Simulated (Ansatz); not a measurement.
SbMo₃

```
CELL_PARAMETERS angstrom
3.23668 0.00000 0.00000
0.00000 4.61667 0.00000
0.00000 0.00000 4.41094
ATOMIC_POSITIONS crystal
Sb 0.00000 0.00000 0.02060
Mo 0.50000 0.00000 0.50591
Mo 0.00000 0.50000 0.63141
Mo 0.50000 0.50000 0.12544
```

Space group Pmm2; built by placing these elements on a known structure type; the program warned that a starting moment wasn't kept.

The calculation used DFT, PAW plane waves, PBEsol, spin-orbit (Ansatz).

Question: What will maps of the valence pseudo-density and electron localisation function show?

Answer: Sb–Mo (2.88 Å): ρ at the midpoint is about 0.3 e/Å³; the ELF is about 0.30 at the midpoint (no localised pair shows between them).
Bader's partition of the density gives Sb −0.27 and Mo +0.09 e.

Question: How much charge does the calculation move between the atoms?

Answer: Electrons move from Mo towards Sb. Bader charges: Sb −0.27 and Mo +0.09 e.

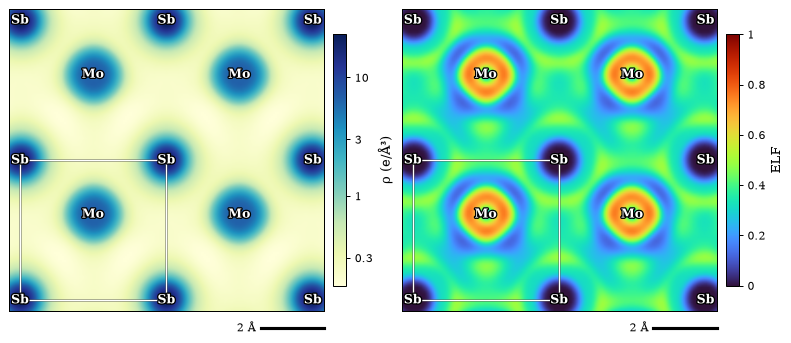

Computed valence pseudo-density and electron localisation function on the (100) plane of the conventional cell, in this order. 

The density is the valence pseudo-density of a PAW calculation; it isn't the true density close to the nuclei.
